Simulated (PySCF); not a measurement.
**WH3: frequency calculation**

WH3, multiplicity 4, computed with UKS-based PBE0, W def2-TZVP with ECP60, H def2-TZVP; non-relativistic Hamiltonian with a scalar-relativistic core potential; density fitting (PySCF 2.14.0).

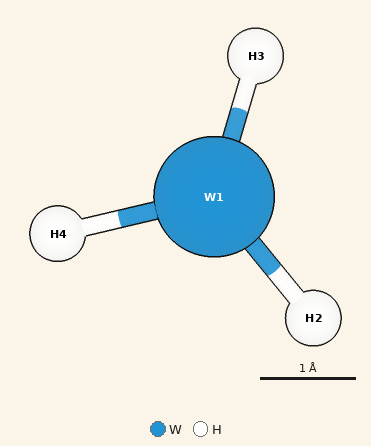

**Figure 1.** The structure as given in the input (ball-and-stick view, seen on its broad side; atoms are numbered from 1 in the order of the input). Sticks mark near contacts.

Key numbers

| quantity | value |
| --- | --- |
| outcome | converged |
| total energy | −68.748312 hartree |
| ⟨S²⟩ | 3.780 |
| zero-point energy | 0.017588 hartree |
| dipole moment | 1.65 D |
| wavenumbers, lowest and highest | 411 and 1978 cm⁻¹ |
| hardware | 2 threads of Arm Neoverse N1, 98 GiB of memory available, shared host |
| wall time | 25 s (CPU time 40 s) |
| peak memory | 0.74 GiB |

Input
```python
from pyscf import gto, scf, dft
mol = gto.M(atom='''
W     -0.000000     0.000000     0.007846
H      1.640177    -0.000008    -0.477333
H     -0.820081     1.420439    -0.477333
H     -0.820096    -1.420431    -0.477333''',
    basis={'W': 'def2-TZVP', 'H': 'def2-TZVP'},
    ecp={'W': 'def2-TZVP'},
    charge=0, spin=3)
mf = dft.UKS(mol, xc='PBE0')
mf.grids.atom_grid = (75, 302)
aux = {'W': 'def2-universal-JKFIT', 'H': 'def2-universal-JKFIT'}
mf = mf.density_fit(auxbasis=aux)
mf.conv_tol = 1e-09
mf.diis_space = 10
mf.max_cycle = 60
mf.verbose = 4
mf.kernel()
```

The script is an equivalent of the set-up of the self-consistent field. The run itself was carried out by a driver, which started from the orbitals of the step before it where there was one and computed the further properties.

Launched with:
```bash
OMP_NUM_THREADS=2 python axn.py task.json out
```

The program's output
```
init E= -68.7483122908923
  alpha nocc = 10  HOMO = -0.237766421870633  LUMO = -0.0406931993476008
  beta  nocc = 7  HOMO = -0.319505092059139  LUMO = -0.0517097242382233
  HOMO = -0.237766421871  LUMO = -0.0517097242382  gap/eV = 5.06286
cycle= 1 E= -68.7483122908868  delta_E= 5.53e-12  |g|= 5.6e-06  |ddm|= 9.88e-06
  alpha nocc = 10  HOMO = -0.237769544494626  LUMO = -0.0406952320402344
  beta  nocc = 7  HOMO = -0.319506750455765  LUMO = -0.0517122327595804
  HOMO = -0.237769544495  LUMO = -0.0517122327596  gap/eV = 5.06288
Extra cycle  E= -68.7483122908683  delta_E= 1.85e-11  |g|= 8.01e-06  |ddm|= 1.37e-05
converged SCF energy = -68.7483122908683  <S^2> = 3.7803292  2S+1 = 4.0151359
```

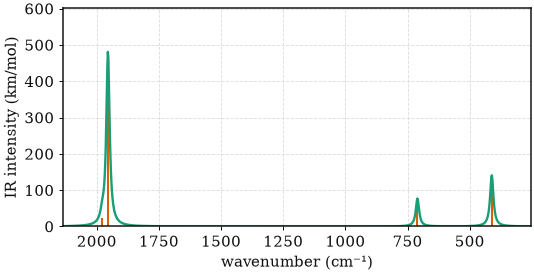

**Figure 2.** Harmonic infrared spectrum, unscaled: sticks (degenerate modes added up, dark ones marked on the axis) with a Lorentzian envelope of 16 cm⁻¹ full width, scaled to the tallest stick. 6 modes from 411 to 1978 cm⁻¹, none imaginary. The strongest line is at 1955 cm⁻¹ (481 km/mol). All modes, in cm⁻¹ (km/mol): 411 (141), 710 (39), 710 (39), 1955 (240), 1955 (240), 1978 (24).

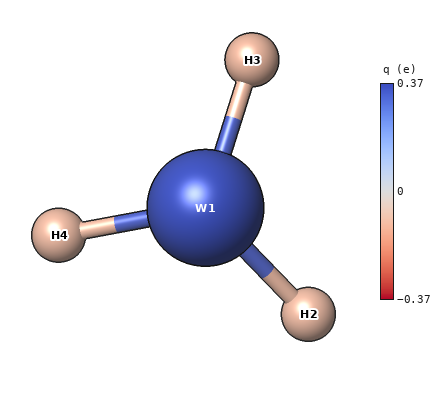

**Figure 3.** Mulliken charges, as the colour of each atom (ball-and-stick view, seen on its broad side; atoms are numbered from 1 in the order of the input). By element: W +0.35 and H −0.12 e.
